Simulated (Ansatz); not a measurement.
```xyz
9

C    -0.6225    0.8721   -0.7704
B     0.6754    0.1640   -0.4205
C     0.6805   -0.9134    0.7266
H    -1.3620    0.1874   -1.0983
H    -0.4833    1.6204   -1.6312
H    -1.0367    1.4911    0.1030
H     0.0401   -1.7393    0.5035
H     1.7802   -1.3025    0.8294
H     0.4168   -0.4260    1.7408
```

All numbers below come from Ansatz, SCF B3LYP, Gaussian basis.

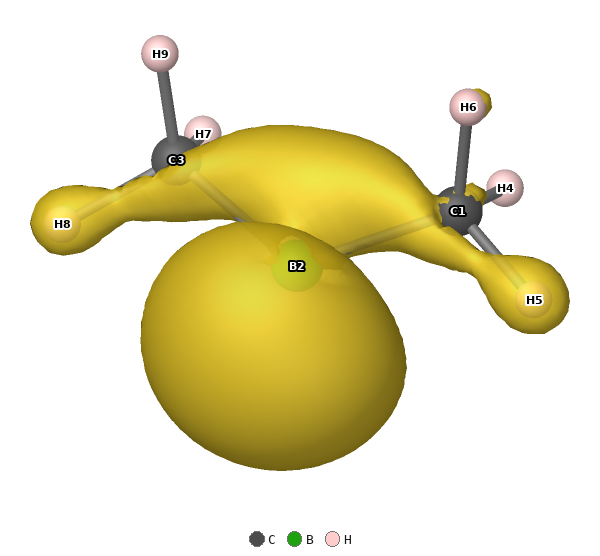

C2H6B (doublet). Isosurfaces of the spin density at +0.02 (yellow) and −0.02 e/Å³ (cyan), seen at a tilt.

Question: Describe the spin distribution.

Answer: The unpaired spin (1 electron) lies mostly on B2 (about 0.8), C1 (about 0.1) and C3 (about 0.1), in electrons by Hirshfeld's partition. Only one sign reaches the isovalue.
